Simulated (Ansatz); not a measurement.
**FH: atomisation energy, by script**

How much energy holds FH together? Aim: an atomisation energy, for FH, run from a script. SMILES: F.

Program: Ansatz 0.2.0, driven from Python. Level of theory: PBE0+D4/cc-pVTZ. These are calculated values, not measurements.

### 1 Starting point

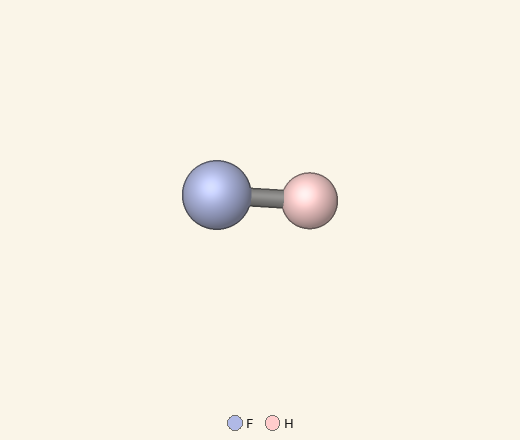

The structure that the script starts from, seen from a chosen angle (fluorine light blue, hydrogen pink).

No structure file is read: the coordinates are typed or built in the script.

### 2 The code

tae.py

```python
"""Atomisation energy of FH at the given geometry."""

from collections import Counter
from dataclasses import dataclass

import ansatz
from ase import Atoms


@dataclass(frozen=True)
class Options:
    basis_set: str = "cc-pVTZ"
    functional: str = "PBE0"
    dispersion: str = "d4"


cfg = Options()


def single_point(molecule, charge=0, unpaired=0):
    calc = (
        molecule.calculation()
        .basis(gaussian=cfg.basis_set)
        .functional(cfg.functional, dispersion=cfg.dispersion)
    )
    if charge:
        calc = calc.charge(charge)
    if unpaired:
        calc = calc.spin("collinear", total=unpaired)
    report = calc.run().report
    if report["published_state_doubts"]:
        print("  doubts:", report["published_state_doubts"])
    return report["free_energy_ev"]

atoms = Atoms(["F", "H"], positions=[
    [0.4928, 0.0, 0.0],
    [-0.4928, 0.0, 0.0],
])
geometry = ansatz.Crystal.molecule_from_ase(atoms)

# unpaired electrons of the ground-state atoms
unpaired = {"F": 1, "H": 1}
counts = Counter(site.symbol for site in geometry.cartesian_sites)
atom_energy = {s: single_point(ansatz.Crystal.molecule().atom(s, (0, 0, 0)), 0, unpaired[s]) for s in counts}
whole = single_point(geometry, 0, 0)
for s, e in atom_energy.items():
    print(f"{s:2s} x{counts[s]}  {e:14.5f} eV")
print(f"FH: {whole:.5f} eV")
split = sum(counts[s] * e for s, e in atom_energy.items()) - whole
print(f"atomisation energy (no zero-point term): {split:.3f} eV, {split / sum(counts.values()):.3f} eV an atom")
```

### 3 What the engine is handed

The package turns the script's settings into the engine's input (first run):

```yaml
crystal:
  periodic: [false, false, false]
  atoms:
    - { symbol: F, position_ang: [0.0, 0.0, 0.0] }
basis:
  gaussian:
    orbitals: cc-pVTZ
hamiltonian:
  xc: pbe0
  dispersion: d4
magnetization:
  spin_polarized: true
  initial_magnetization: 1.0
```

### 4 Launch

Command:

```console
python tae.py
```

**Question.** What does it cost to take this molecule apart into atoms?

The runs gave:

```
                         quantity     value
atomisation energy, no zero point  5.738 eV
                    runs compared         3
```

**Reading.** Zero-point motion and spin-orbit terms of the atoms are left out, and both would lower it. 5.738 eV from the electronic energies, without the zero-point term. The geometry is a force-field or estimated start, not a minimum of this method, and the basis set is short of its limit. All parts are taken at fixed geometry, without zero-point energy.
